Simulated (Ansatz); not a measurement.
The calculation's input:

```
crystal:
  lattice:
    - [3.3316819494, -4.0400310842, 0.0]
    - [3.3316819494, 4.0400310842, 0.0]
    - [0.0, 0.0, 5.8206630096]
  atoms:
    - { symbol: Si, position: [0.0, 0.5, 0.3079780512] }
    - { symbol: Si, position: [0.0, 0.5, 0.7190060811] }
    - { symbol: Si, position: [0.5, 0.0, 0.3079780512] }
    - { symbol: Si, position: [0.5, 0.0, 0.7190060811] }
    - { symbol: Sn, position: [0.0, 0.0, 0.9702566619] }
    - { symbol: Sn, position: [0.0, 0.0, 0.4744717731] }
    - { symbol: B, position: [0.6088737644, 0.3911262356, 0.2449322751] }
    - { symbol: B, position: [0.6067639922, 0.3932360078, 0.7549878191] }
    - { symbol: B, position: [0.3911262356, 0.6088737644, 0.2449322751] }
    - { symbol: B, position: [0.3932360078, 0.6067639922, 0.7549878191] }
    - { symbol: B, position: [0.5, 0.5, 0.4996322704] }
    - { symbol: B, position: [0.5, 0.5, 0.0010550389] }
basis:
  ecutwfc: 420
kpoints:
  mp_grid: { grid: [6, 6, 6] }
hamiltonian:
  xc: pbe
scf:
  occupations: { method: gaussian, width: 0.1 }
output:
  forces: true
  stress: true
  eigenvalues: true
  write_density: true
  write_potential: true
  elf: true
  volumetric_format: npy
relax:
  adjacent_minimum: "off"
  f_tol: 0.01
  max_steps: 30
  cell: { stress_tol: 0.1, fix: [volume] }
```

Command:

```sh
ansatz run input.yaml --threads 1 --pin off --max-ram 2560MiB --backend cpu --events-out ev --progress --plain --runs-dir out
```

Below, planes, directions and counts refer to the conventional cell (a = 6.66 Å, b = 8.07 Å, c = 5.83 Å, α = 90.00°, β = 90.00°, γ = 90.00°).

The fields are those of the run's last geometry, not of the input's.

Space group Cmm2; a generated structure, not necessarily the stable one; changed on purpose from its base cell (volume × 0.94, shape and atoms relaxed); computed pressure about 7 GPa in this cell.

The calculation used DFT PBE, scalar-relativistic, plane waves, PAW in Ansatz 0.2.0.

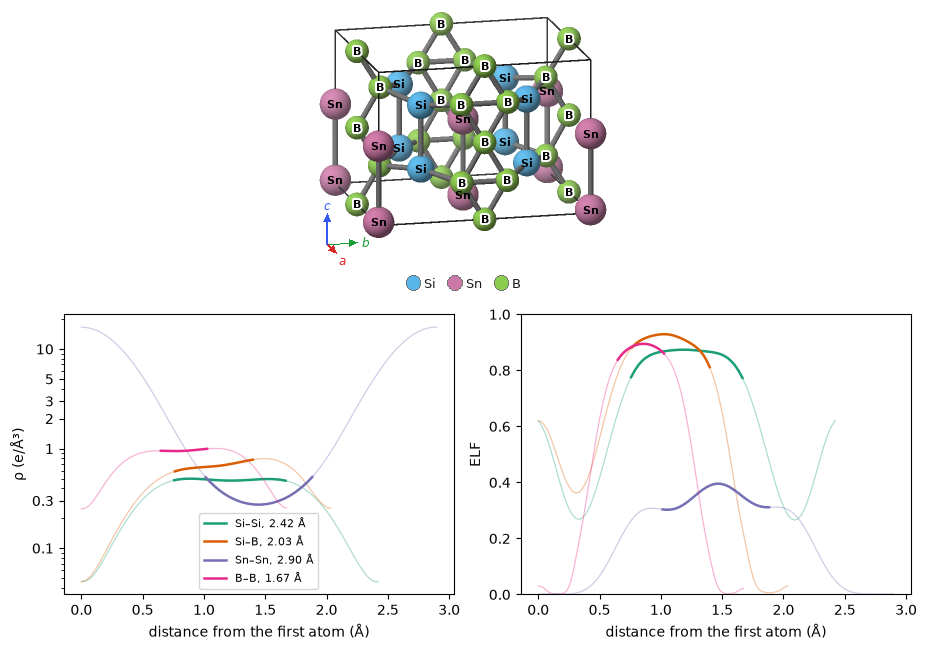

Si2SnB3. Valence pseudo-density and ELF along straight lines between neighbouring atoms. Thin, pale parts lie inside the atomic spheres. The structure is drawn too.

The density is the valence pseudo-density of a PAW calculation; it isn't the true density close to the nuclei.

Q: What can be read from the curves?

A: Si–Si (2.42 Å): ρ is about 0.48 e/Å³ halfway; the ELF peaks at about 0.85 between the atoms.
Si–B (2.03 Å): ρ is about 0.65 e/Å³ halfway; the ELF peaks at about 0.95 between the atoms.
Sn–Sn (2.90 Å): ρ is about 0.27 e/Å³ halfway; the ELF is about 0.40 at the midpoint.
B–B (1.67 Å): ρ is about 0.95 e/Å³ halfway; the ELF peaks at about 0.90 between the atoms.
